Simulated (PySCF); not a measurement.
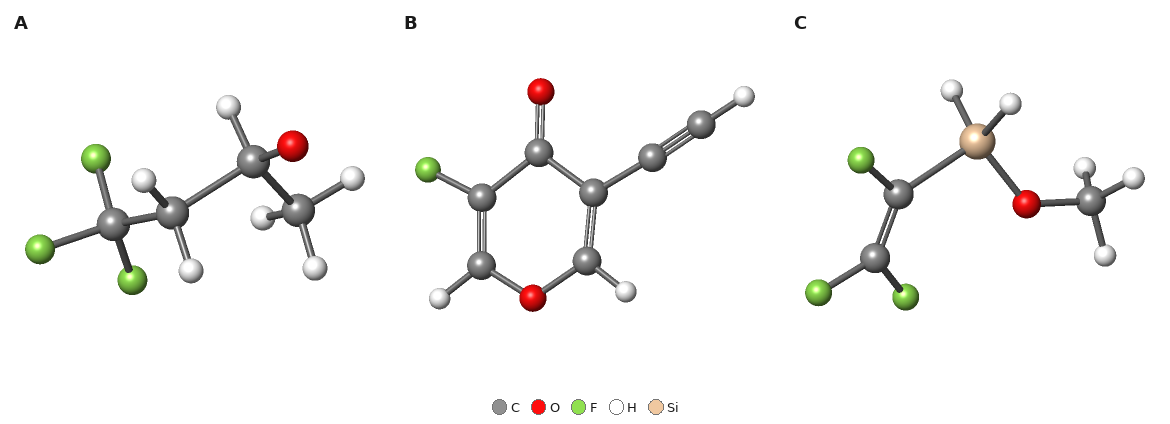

Source: calculation with PySCF.

Match each picture to its SMILES.
(1) CO[SiH2]C(F)=C(F)F
(2) C#Cc1cocc(F)c1=O
(3) C[C@H]([O-])CC(F)(F)F

Answer. A is (3), B is (2), C is (1).
